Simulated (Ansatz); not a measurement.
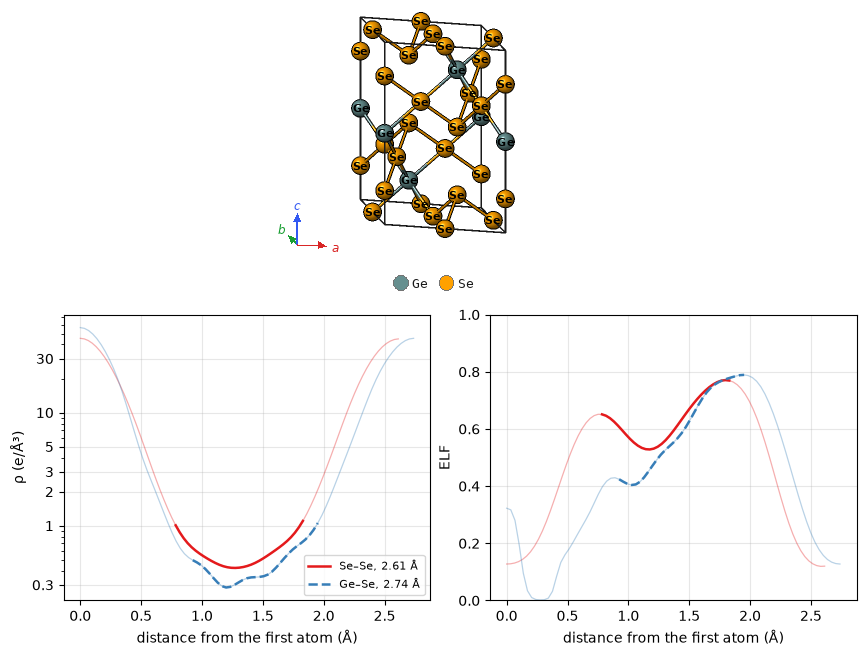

Figure 1: GeSe5. Valence pseudo-density and ELF along straight lines between neighbouring atoms. Thin, pale parts lie inside the atomic spheres. The structure is drawn too.

Space group R-3m; a generated structure, not necessarily the stable one; changed on purpose from its base cell (volume × 1.06, shape and atoms relaxed).

All numbers below come from DFT PBE, scalar-relativistic, plane waves, PAW in Ansatz 0.2.0.

In a PAW calculation such maps are meaningful between the atoms, not at the nuclei.

The calculation's input:

```
crystal:
  lattice:
    - [3.6367678655, 2.0996889062, 3.5143792615]
    - [-3.6367678655, 2.0996889062, 3.5143792615]
    - [0.0, -4.1993778122, 3.5143792615]
  atoms:
    - { symbol: Ge, position: [0.5, 0.5, 0.5] }
    - { symbol: Se, position: [0.5, 0.0, 0.5] }
    - { symbol: Se, position: [0.5, 0.5, 0.0] }
    - { symbol: Se, position: [0.0, 0.5, 0.5] }
    - { symbol: Se, position: [0.1818338502, 0.1818338502, 0.1818338502] }
    - { symbol: Se, position: [0.8181661498, 0.8181661498, 0.8181661498] }
basis:
  ecutwfc: 420
kpoints:
  mp_grid: { grid: [6, 6, 6] }
hamiltonian:
  xc: pbe
scf:
  occupations: { method: gaussian, width: 0.1 }
output:
  forces: true
  stress: true
  eigenvalues: true
  write_density: true
  write_potential: true
  elf: true
  volumetric_format: npy
relax:
  adjacent_minimum: "off"
  f_tol: 0.01
  max_steps: 30
  cell: { stress_tol: 0.1, fix: [volume] }
```

Run with:

```sh
ansatz run input.yaml --threads 1 --pin off --max-ram 2560MiB --backend cpu --events-out ev --progress --plain --runs-dir out
```

Below, planes, directions and counts refer to the conventional cell (a = 7.27 Å, b = 7.27 Å, c = 10.57 Å, α = 90.00°, β = 90.00°, γ = 120.00°).

The fields are those of the run's last geometry, not of the input's.

> Compare the contacts.

Se–Se (2.61 Å): ρ is about 0.43 e/Å³ halfway; the ELF is about 0.55 at the midpoint.
Ge–Se (2.74 Å): the density is about 0.34 e/Å³ at the midpoint, with its minimum of 0.28 e/Å³ about 1.2 Å from Ge; the ELF is about 0.55 at the midpoint and 0.40 at its lowest between the atoms.
